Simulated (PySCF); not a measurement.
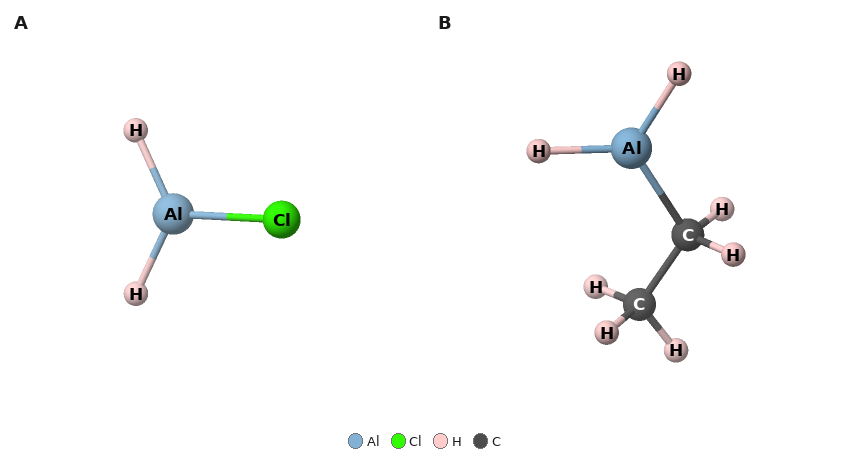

Two related species, optimised with PBE0-D3(BJ)/def2-SVP; properties computed with PySCF 2.14.0. Both: charge 0, singlet.

Identify both.

A is AlClH2, B is C2H7Al.

Compare them. With PBE0/def2-TZVP: dipole moment (D), HOMO–LUMO gap (eV), HOMO energy (Kohn–Sham orbital) (eV), shielding of Al (ppm), Hirshfeld charge of Al (e), IAO charge of Al (e). With PBE0-D3(BJ)/def2-SVP: mean Al–H length (Å).

| quantity | A | B |
| --- | --- | --- |
| dipole moment (D) | 1.28 | 0.76 |
| HOMO–LUMO gap (eV) | 6.93 | 6.22 |
| HOMO energy (Kohn–Sham orbital) (eV) | −8.58 | −7.53 |
| shielding of Al (ppm) | 335.2 | 265.1 |
| Hirshfeld charge of Al (e) | 0.51 | 0.51 |
| IAO charge of Al (e) | 0.78 | 0.76 |
| mean Al–H length (Å) | 1.579 | 1.595 |

Each is one conformer, and no frequency run is at hand to confirm it as a minimum.
